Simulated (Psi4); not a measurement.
Excited-state calculation of C₂H₅F

- system: C₂H₅F
- method: TDA (B3LYP)/aug-cc-pVDZ, RKS (Psi4 1.11)

The geometry comes from this level: PBE0-D4/def2-TZVP.

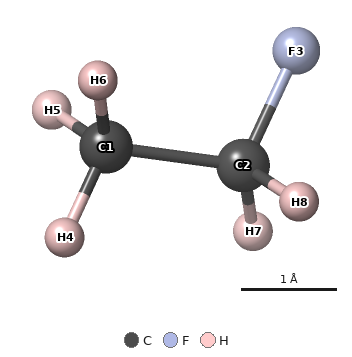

The input geometry (ball-and-stick view, seen at a tilt; atoms are numbered from 1 in the order of the input).

### Results in brief

- outcome: converged
- total energy: −179.085289 hartree
- basis functions: 114
- HOMO: −9.17 eV
- LUMO: −0.26 eV
- dipole moment: 1.93 D
- lowest excitation: 8.01 eV
- hardware: 1 thread of Intel Xeon (Sapphire Rapids), 16 GiB of memory available, shared host
- wall time: 80 s
- peak memory: 0.7 GiB

### The input (input.in)
```python
memory 1600 MB

molecule system {
  C     -0.81579477     1.07128574    -0.50002153
  C      0.71507237    -1.13213492     0.43558187
  F      3.14318146    -0.35224495     1.03273533
  H     -2.72857555     0.44862098    -0.96867361
  H      0.03514891     1.88689154    -2.19283820
  H     -0.94542998     2.53790219     0.94448512
  H      0.87683292    -2.61065664    -1.00117690
  H     -0.10639158    -1.95775627     2.14446121
  units bohr
  symmetry c1
}

set basis aug-cc-pVDZ
set puream true
set scf_type pk
set dft_radial_points 99
set dft_spherical_points 590
set save_jk true

from psi4.driver.procrouting.response.scf_response import tdscf_excitations
result, w = energy('b3lyp', return_wfn=True)
states = tdscf_excitations(w, states=4, tda=True)
```

Launched with:
```bash
psi4 -n 1 input.in input.out
```

### Log
```
Psi4 1.11 release

   => Loading Basis Set <=

    Name: AUG-CC-PVDZ
    Role: ORBITAL
    Keyword: BASIS

         ---------------------------------------------------------
                                   SCF
                              RKS Reference
                        1 Threads,   1525 MiB Core
         ---------------------------------------------------------

  ==> Geometry <==

    Molecular point group: c1
    Full point group: C1

    Geometry (in Bohr), charge = 0, multiplicity = 1:

       Center              X                  Y                   Z               Mass
    ------------   -----------------  -----------------  -----------------  -----------------
         C           -1.973554151243     1.219396884171    -0.869834516031    12.000000000000
         C           -0.442687011243    -0.984023775829     0.065768883969    12.000000000000
         F            1.985422078757    -0.204133805829     0.662922343969    18.998403162730
         H           -3.886334931243     0.596732124171    -1.338486596031     1.007825032230
         H           -1.122610471243     2.035002684171    -2.562651186031     1.007825032230
         H           -2.103189361243     2.686013334171     0.574672133969     1.007825032230
         H           -0.280926461243    -2.462545495829    -1.370989886031     1.007825032230
         H           -1.264150961243    -1.809645125829     1.774648223969     1.007825032230

  Running in c1 symmetry.

  Rotational constants: A =      1.22200  B =      0.31439  C =      0.27608 [cm^-1]
  Rotational constants: A =  36634.68002  B =   9425.25256  C =   8276.72531 [MHz]
  Nuclear repulsion =   79.415969169576826

  Charge       = 0
  Multiplicity = 1
  Electrons    = 26
  Nalpha       = 13
  Nbeta        = 13

  ==> Algorithm <==

  SCF Algorithm Type is PK.
  DIIS enabled.
  MOM disabled.
  Fractional occupation disabled.
  Guess Type is SAD.
  Energy threshold   = 1.00e-06
  Density threshold  = 1.00e-06
  Integral threshold = 1.00e-12

  ==> Primary Basis <==

  Basis Set: AUG-CC-PVDZ
    Blend: AUG-CC-PVDZ
    Number of shells: 52
    Number of basis functions: 114
    Number of Cartesian functions: 120
    Spherical Harmonics?: true
    Max angular momentum: 2

  ==> DFT Potential <==

   => LibXC <=

    Version 7.1.2

   => Composite Functional: B3LYP <=

    B3LYP Hyb-GGA Exchange-Correlation Functional

    Deriv               =              1
    GGA                 =           TRUE
    Meta                =          FALSE

    Exchange Hybrid     =           TRUE
    MP2 Hybrid          =          FALSE

   => Exchange Functionals <=

    0.0800   Slater exchange
    0.7200         Becke 88

   => Exact (HF) Exchange <=

    0.2000               HF

   => Correlation Functionals <=

    0.1900   Vosko, Wilk & Nusair (VWN5_RPA)
    0.8100   Lee, Yang & Parr

   => LibXC Density Thresholds  <==

    XC_HYB_GGA_XC_B3LYP:  1.00E-15

   => Molecular Quadrature <=

    Radial Scheme          =       TREUTLER
    Pruning Scheme         =           NONE
    Nuclear Scheme         =       TREUTLER

    Blocking Scheme        =         OCTREE
    BS radius alpha        =              1
    Pruning alpha          =              1
    Radial Points          =             99
    Spherical Points       =            590
    Total Points           =         447155
    Total Blocks           =           3180
    Max Points             =            256
    Max Functions          =            114
    Weights Tolerance      =       1.00E-15

  ==> Integral Setup <==

  Using in-core PK algorithm.
   Calculation information:
      Number of atoms:                   8
      Number of AO shells:              52
      Number of primitives:            110
      Number of atomic orbitals:       120
      Number of basis functions:       114

      Integral cutoff                 1.00e-12
      Number of threads:                 1

  Performing in-core PK
  Using 42974580 doubles for integral storage.
  We computed 949988 shell quartets total.
  Whereas there are 950131 unique shell quartets.

  ==> DiskJK: Disk-Based J/K Matrices <==

    J tasked:                  Yes
    K tasked:                  Yes
    wK tasked:                  No
    Memory [MiB]:             1029
    Schwarz Cutoff:          1E-12

  Cached 7.7% of DFT collocation blocks in 0.108 [GiB].

  Minimum eigenvalue in the overlap matrix is 1.5464529753E-04.
  Reciprocal condition number of the overlap matrix is 1.3652510753E-05.
    Using symmetric orthogonalization.

  ==> Pre-Iterations <==

  SCF Guess: Superposition of Atomic Densities via on-the-fly atomic UHF (no occupation information).

   -------------------------
    Irrep   Nso     Nmo
   -------------------------
     A        114     114
   -------------------------
    Total     114     114
   -------------------------

  ==> Iterations <==

                        Total Energy        Delta E     RMS |[F,P]|

   @RKS iter SAD:  -178.51369545945059   -1.78514e+02   0.00000e+00
   @RKS iter   1:  -178.77596036951354   -2.62265e-01   6.74927e-03 DIIS/ADIIS
   @RKS iter   2:  -178.64118089516910    1.34779e-01   7.74052e-03 DIIS/ADIIS
   @RKS iter   3:  -179.08429397137834   -4.43113e-01   4.03012e-04 DIIS/ADIIS
   @RKS iter   4:  -179.08504445197059   -7.50481e-04   2.28267e-04 DIIS/ADIIS
   @RKS iter   5:  -179.08525485067730   -2.10399e-04   8.83326e-05 DIIS
   @RKS iter   6:  -179.08528779727132   -3.29466e-05   1.62303e-05 DIIS
   @RKS iter   7:  -179.08528915516382   -1.35789e-06   5.41822e-06 DIIS
   @RKS iter   8:  -179.08528932602641   -1.70863e-07   5.98521e-07 DIIS
  Energy and wave function converged.

  ==> Post-Iterations <==

   Electrons on quadrature grid:
      Ntotal   =   25.9999998077 ; deviation = -1.923e-07

    Orbital Energies [Eh]
    ---------------------

    Doubly Occupied:

       1A    -24.690624     2A    -10.262169     3A    -10.188309
       4A     -1.197495     5A     -0.772373     6A     -0.636176
       7A     -0.503976     8A     -0.502098     9A     -0.458753
      10A     -0.402670    11A     -0.399217    12A     -0.345454
      13A     -0.337037

    Virtual:

      14A     -0.009655    15A      0.011079    16A      0.016067
      17A      0.023096    18A      0.048334    19A      0.051417
      20A      0.067998    21A      0.089581    22A      0.093426
      23A      0.102562    24A      0.112285    25A      0.113541
      26A      0.128879    27A      0.147557    28A      0.159216
      29A      0.164606    30A      0.184695    31A      0.202804
      32A      0.225401    33A      0.251106    34A      0.256056
      35A      0.272753    36A      0.293705    37A      0.307507
      38A      0.319791    39A      0.320224    40A      0.339216
      41A      0.367533    42A      0.372074    43A      0.373502
      44A      0.410538    45A      0.412003    46A      0.437634
      47A      0.440626    48A      0.457156    49A      0.476115
      50A      0.493314    51A      0.501419    52A      0.511527
      53A      0.517558    54A      0.563289    55A      0.577318
      56A      0.598355    57A      0.612675    58A      0.644097
      59A      0.651377    60A      0.664568    61A      0.707914
      62A      0.748881    63A      0.777633    64A      0.790114
      65A      0.872588    66A      0.893584    67A      0.972874
      68A      0.981314    69A      1.040317    70A      1.162528
      71A      1.162831    72A      1.214835    73A      1.233014
      74A      1.311137    75A      1.324308    76A      1.385602
      77A      1.408661    78A      1.475758    79A      1.527121
      80A      1.571042    81A      1.608379    82A      1.626454
      83A      1.638458    84A      1.676063    85A      1.703768
      86A      1.740846    87A      1.797120    88A      1.800559
      89A      1.883519    90A      1.886878    91A      1.897985
      92A      1.926675    93A      1.940621    94A      1.947380
      95A      1.993948    96A      2.145243    97A      2.161461
      98A      2.247462    99A      2.317245   100A      2.325497
     101A      2.406091   102A      2.411685   103A      2.515260
     104A      2.560917   105A      2.633870   106A      2.648226
     107A      2.739811   108A      2.768948   109A      3.254385
     110A      4.561058   111A      4.568764   112A      4.650282
     113A      4.671928   114A      4.684462

    Final Occupation by Irrep:
              A
    DOCC [    13 ]
    NA   [    13 ]
    NB   [    13 ]

  @RKS Final Energy:  -179.08528932602641

   => Energetics <=

    Nuclear Repulsion Energy =             79.4159691695768259
    One-Electron Energy =                -402.1454213236243049
    Two-Electron Energy =                 162.3933894306748300
    DFT Exchange-Correlation Energy =     -18.7492266026537813
    Empirical Dispersion Energy =           0.0000000000000000
    VV10 Nonlocal Energy =                  0.0000000000000000
    Total Energy =                       -179.0852893260264125

Computation Completed

Properties will be evaluated at   0.000000,   0.000000,   0.000000 [a0]

Properties computed using the SCF density matrix

 Multipole Moments:

 ------------------------------------------------------------------------------------
     Multipole            Electronic (a.u.)      Nuclear  (a.u.)        Total (a.u.)
 ------------------------------------------------------------------------------------

 L = 1.  Multiply by 2.5417464519 to convert [e a0] to [Debye]
 Dipole X            :          4.5648536           -5.2858605           -0.7210068
 Dipole Y            :         -0.7659762            0.6205919           -0.1453843
 Dipole Z            :          1.5857085           -1.7809000           -0.1951915
 Magnitude           :                                                    0.7609778

 ------------------------------------------------------------------------------------

	total time  =         24 seconds =       0.40 minutes

******************************************************************************************
**********                               WARNING                                **********
**********       The names of excited state variables changed between 1.5       **********
**********     and 1.6. For a quick solution, remove the symmetry specifier     **********
**********   from the variable name. For full details, see 'Notes on Psivars'   **********
**********                        in the documentation.                         **********
******************************************************************************************

         ---------------------------------------------------------
                         TDSCF excitation energies
         ---------------------------------------------------------

  ==> Options <==

     Residual threshold  : 1.0000e-04
     Initial guess       : denominators
     Reference           : RHF
     Solver type         : TDA (Davidson)

  ==> Requested Excitations <==

      4 singlet states with A symmetry

  ==> Seeking the lowest 4 singlet states with A symmetry

                         Generalized Davidson Solver

  ==> Options <==

    Max number of iterations        = 60
    Eigenvector tolerance           = 1.0000e-04
    Max number of expansion vectors = 800

  => Iterations <=
                           Max[D[value]]     Max[|R|]   # vectors
  DavidsonSolver iter   1:   3.25979e-01  4.11392e-02     16
  DavidsonSolver iter   2:   2.13964e-03  1.21738e-02     20
  DavidsonSolver iter   3:   3.09238e-04  3.01542e-03     24
  DavidsonSolver iter   4:   9.41521e-06  9.05540e-04     28
  DavidsonSolver iter   5:   1.16903e-06  2.33067e-04     32
  DavidsonSolver iter   6:   8.70636e-08  1.01265e-04     33
  DavidsonSolver iter   7:   1.12740e-08  6.28473e-05     34      Converged

******************************************************************************************
**********                               WARNING                                **********
**********  Length-gauge rotatory strengths are **NOT** gauge-origin invariant  **********
******************************************************************************************

                                    Excitation Energy         Total Energy        Oscillator Strength             Rotatory Strength
     #   Sym: GS->ES (Trans)        au              eV              au          au (length)    au (velocity)    au (length)    au (velocity)
    ---- -------------------- --------------- --------------- --------------- --------------- --------------- --------------- ---------------
     1        A->A (1 A)       0.29426         8.00718        -178.79103       0.0026          0.0012          0.0000          0.0000
     2        A->A (1 A)       0.30575         8.31988        -178.77954       0.0132          0.0086         -0.0001         -0.0000
     3        A->A (1 A)       0.31867         8.67153        -178.76662       0.0388          0.0308         -0.0000         -0.0000
     4        A->A (1 A)       0.32400         8.81652        -178.76129       0.0418          0.0305         -0.0000         -0.0000

Contributing excitations
Only contributions with abs(coeff) > 1.00e-01 will be printed:

Excited State    1 (1 A):   0.29426 au   154.84 nm f = 0.0026
  Sums of squares: Xssq =  1.000000e+00
     13a  ->  14a    -0.985838 (97.188%)
     13a  ->  15a    -0.111061 ( 1.233%)

Excited State    2 (1 A):   0.30575 au   149.02 nm f = 0.0132
  Sums of squares: Xssq =  1.000000e+00
     12a  ->  14a    -0.983000 (96.629%)
     12a  ->  15a    -0.101736 ( 1.035%)
     12a  ->  17a    -0.104567 ( 1.093%)

Excited State    3 (1 A):   0.31867 au   142.98 nm f = 0.0388
  Sums of squares: Xssq =  1.000000e+00
     13a  ->  14a    -0.119834 ( 1.436%)
     13a  ->  15a     0.975287 (95.118%)
     13a  ->  17a     0.116528 ( 1.358%)

Excited State    4 (1 A):   0.32400 au   140.63 nm f = 0.0418
  Sums of squares: Xssq =  1.000000e+00
     13a  ->  16a     0.993211 (98.647%)

******************************************************************************************
**********                               WARNING                                **********
**********       The names of excited state variables changed between 1.5       **********
**********     and 1.6. For a quick solution, remove the symmetry specifier     **********
**********   from the variable name. For full details, see 'Notes on Psivars'   **********
**********                        in the documentation.                         **********
******************************************************************************************

    Psi4 run time: 0:01:18.54
```

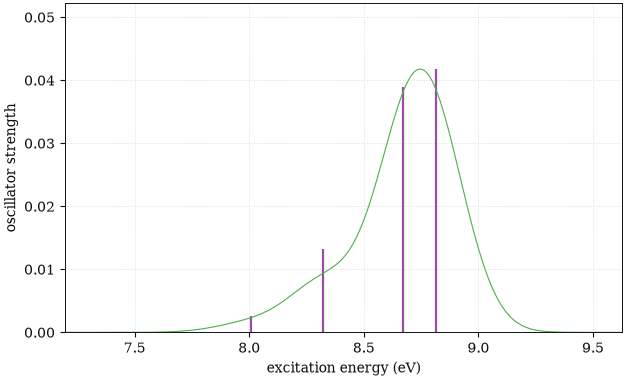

Computed excitations as sticks (degenerate states added up, dark ones marked on the axis), with a Gaussian envelope of 0.35 eV full width at half maximum, scaled to the tallest. Of the 4 states the lowest lies at 8.01 eV (f = 0.003); the strongest line is at 8.82 eV, or 141 nm (f = 0.042).

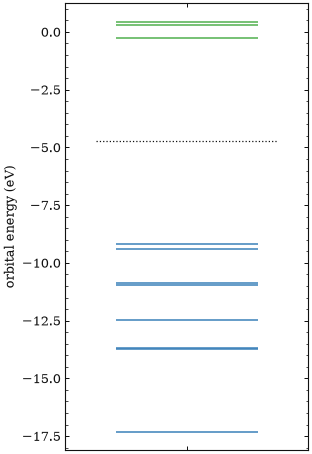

Orbital energies near the frontier; the dotted line parts filled from empty levels, and levels within 0.02 eV of each other stand side by side. Highest filled −9.17 eV, lowest empty −0.26 eV, 8.91 eV apart.
